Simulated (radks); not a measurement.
## S: atomic calculation

System: the neutral sulfur atom in the configuration [Ne] 3s2 3p4 (high spin).
Method: scalar-relativistic Kohn-Sham, LB94 model potential, spin-polarised, spherical densities, finite nucleus (the in-house radial solver radks).

**Log**
```
1s      1   1.0000         -90.13846475
2s      1   1.0000          -8.30110479
2p      1   3.0000          -6.28807880
3s      1   1.0000          -0.80957293
3p      1   3.0000          -0.43686201
1s      2   1.0000         -90.14186229
2s      2   1.0000          -8.29659988
2p      2   3.0000          -6.28140049
3s      2   1.0000          -0.78705991
3p      2   1.0000          -0.40986441
Etot None
Ekin 403.3985169231041
Encl -955.3232033371678
Eh 178.48585059931753
Exc None
err 1.6224418280668482e-09
it 14
```

**Orbitals**

| orbital | occupation | energy (eV) | ⟨r⟩ (bohr) | outer maximum (bohr) |
| --- | --- | --- | --- | --- |
| 1s down | 1 | −2452.9 | 0.09649 | 0.0633 |
| 1s up | 1 | −2452.8 | 0.09650 | 0.0633 |
| 2s up | 1 | −225.885 | 0.4778 | 0.389 |
| 2s down | 1 | −225.762 | 0.4787 | 0.389 |
| 2p up | 3 | −171.107 | 0.4389 | 0.325 |
| 2p down | 3 | −170.926 | 0.4400 | 0.325 |
| 3s up | 1 | −22.030 | 1.690 | 1.40 |
| 3s down | 1 | −21.417 | 1.672 | 1.38 |
| 3p up | 3 | −11.888 | 2.053 | 1.60 |
| 3p down | 1 | −11.153 | 2.041 | 1.58 |

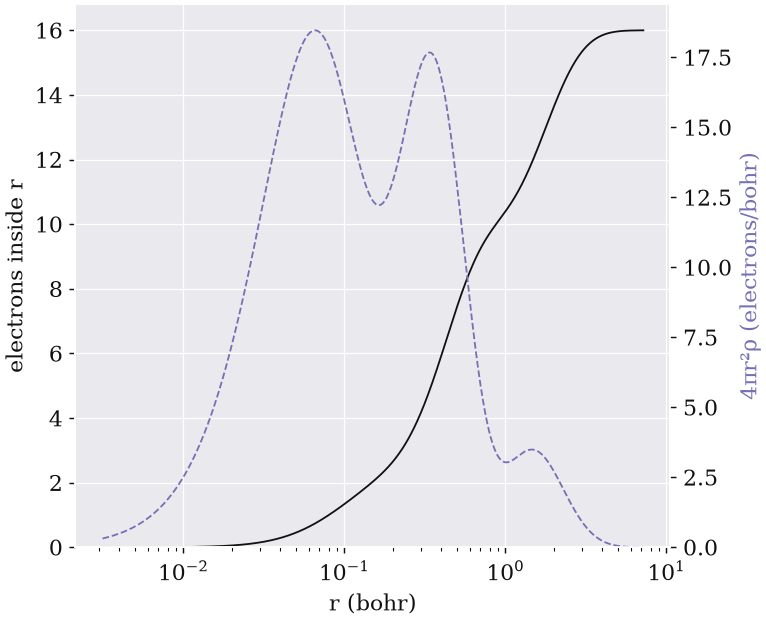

The number of electrons inside radius r (solid) and the radial density 4πr²ρ (dashed). The count levels off at 16 electrons. Half of them lie within 0.548 bohr, 90 % within 2.33 bohr and 99 % within 3.97 bohr. The radial density has minima at 0.164 and 1.01 bohr, where the count stands at 2.2 and 10.4; these part the shells that the density resolves.

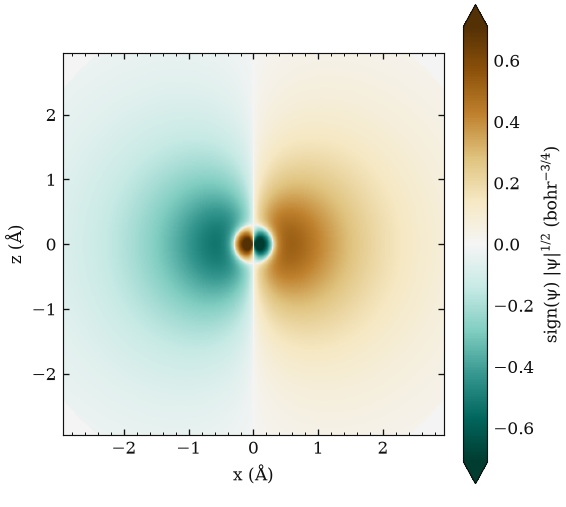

One occupied orbital of down spin is shown. In the xz plane through the nucleus, the colour gives the signed square root of ψ. (1 bohr = 0.529 Å.) The radial function comes from the spherical calculation and is multiplied by a real spherical harmonic; the overall sign is chosen so that the largest lobe of P(r) is positive; at the scalar-relativistic level it is the large component. It is 3p(x) of down spin. It has the nodal plane yz and 1 radial node, at r = 0.569 bohr. The outermost maximum of P² lies at 1.58 bohr, ⟨r⟩ = 2.04 bohr, 90 % of the charge lies within 3.26 bohr, and the eigenvalue is −11.2 eV, with 1 electron in the shell for this spin.

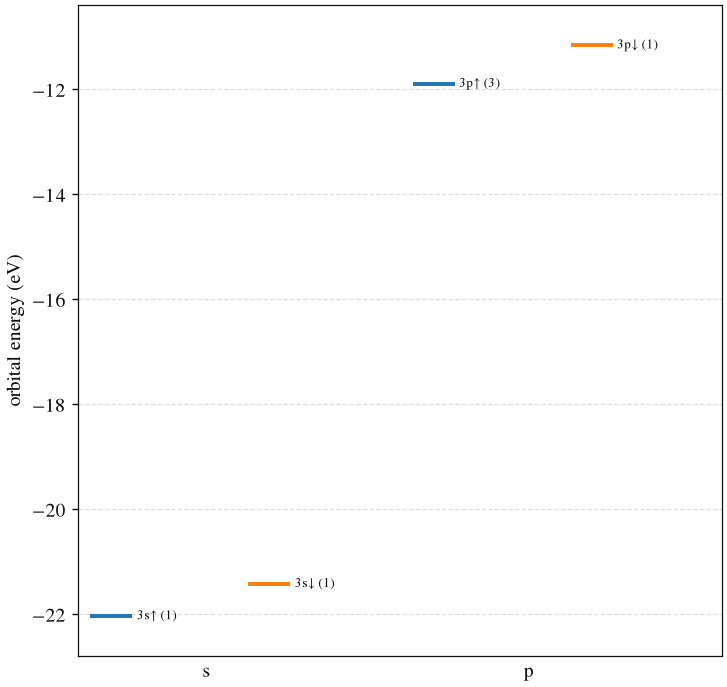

The outer levels are drawn (occupations in brackets, up spins at the left of each column and down spins at the right). The highest occupied level is 3p down at −11.2 eV. From the top down the occupied levels run 3p down (−11.2 eV), 3p up (−11.9 eV), 3s down (−21.4 eV), 3s up (−22.0 eV). The largest exchange splitting (down less up) among the shells drawn in both spins is that of 3p, 0.735 eV.

**The input**
```
Z 16
configuration [Ne] 3s2 3p4
relativity scalar-relativistic
functional lda,pw
spin polarised
nucleus finite rms 3.2611 fm
c 137.035999084
response adiabatic LDA kernel
```

Energies in input and log are in hartree, lengths in bohr (the nuclear radius in fm).

**Key numbers**

- outcome: converged
- kinetic energy: 403.398517 hartree
- electron–nucleus energy: −955.323203 hartree
- Hartree energy: 178.485851 hartree
- radius at density 0.001 e/bohr³: 4.07 bohr
- SCF iterations: 14
- hardware: 1 CPU thread, shared host
- wall time: 0.52 s
